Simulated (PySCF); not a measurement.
**C2H4AlClO (SMILES C=C[O][AlH][Cl]): density, localisation and related maps**

| atom | x (Å) | y (Å) | z (Å) |
| --- | --- | --- | --- |
| C | -1.8088 | 0.2810 | 0.2028 |
| C | -0.8015 | -0.5596 | 0.3492 |
| O | 0.4671 | -0.2803 | -0.0168 |
| Al | 1.9828 | 0.0837 | -0.5666 |
| Cl | 3.0917 | 1.6448 | 0.0867 |
| H | -2.8032 | 0.0115 | 0.5037 |
| H | -1.6600 | 1.2582 | -0.2238 |
| H | -0.9281 | -1.5480 | 0.7774 |
| H | 2.4735 | -0.8854 | -1.6132 |

Geometry: GFN2-xTB.

These are results of PBE0/pcSseg-1, SCF density, gas phase, non-relativistic (PySCF 2.14.0), not measurements.

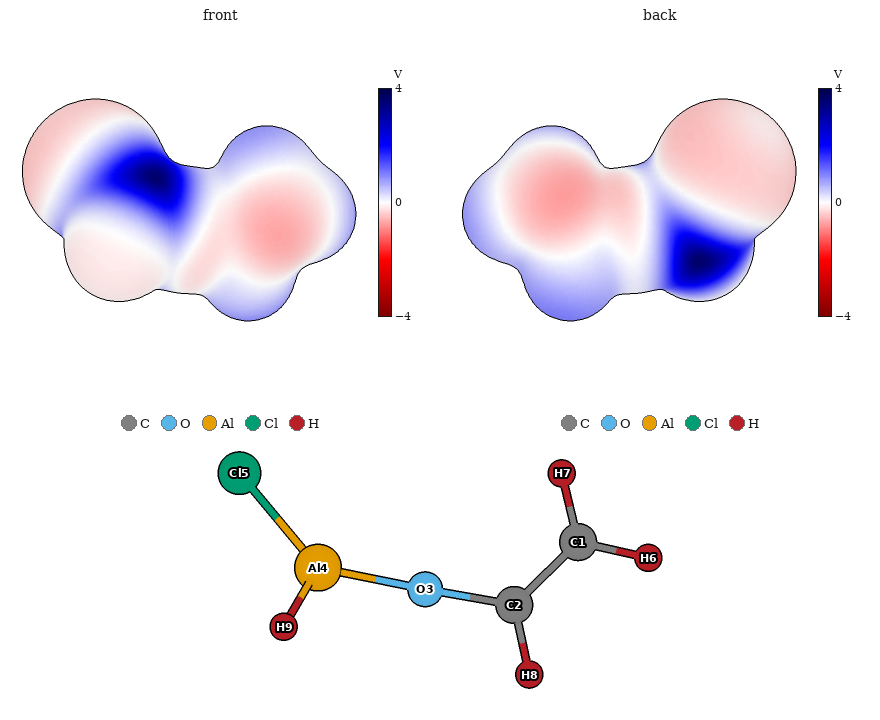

Figure 1. The electrostatic potential painted on the density surface at 0.002 e/bohr³, seen from the front and from behind; the colour scale runs from red (negative) to blue (positive). The bare structure is drawn below in the same view.

**Describe the electrostatic potential map.**

The most negative region (about −0.7 V, or −16 kcal/mol for a unit charge) lies over the π face of C1 and C2, the most positive (about +3.4 V, or +78 kcal/mol for a unit charge) over Al4.

**What dipole moment does the calculation give?**

Its dipole moment is 1.07 D.

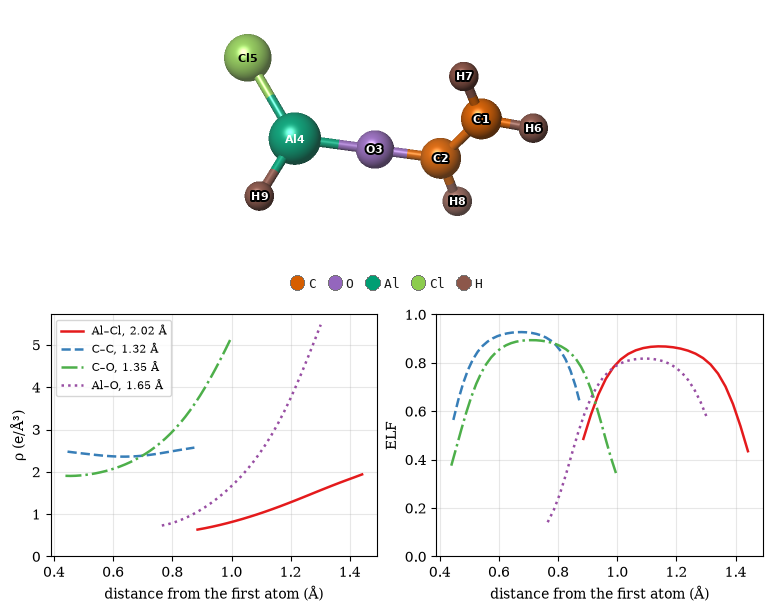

Figure 2. Electron density and ELF along straight lines between neighbouring atoms. The curves leave out the atomic cores. The structure is drawn too.

**What can be read from the curves?**

Al–Cl (2.02 Å): ρ is about 0.84 e/Å³ halfway; the ELF peaks at about 0.85 in the valence shell of Cl, 0.9 Å from its nucleus, and is about 0.80 at the midpoint.
C–C (1.32 Å): ρ at the midpoint is about 2.4 e/Å³; the ELF peaks at about 0.95 between the atoms; a multiple bond.
C–O (1.35 Å): ρ is about 2.3 e/Å³ halfway, with its minimum of 1.9 e/Å³ about 0.5 Å from C; the ELF peaks at about 0.90 between the atoms; a shared but strongly polarised pair.
Al–O (1.65 Å): ρ is about 0.86 e/Å³ halfway; the ELF peaks at about 0.80 in the valence shell of O, 0.6 Å from its nucleus, and is about 0.35 at the midpoint.
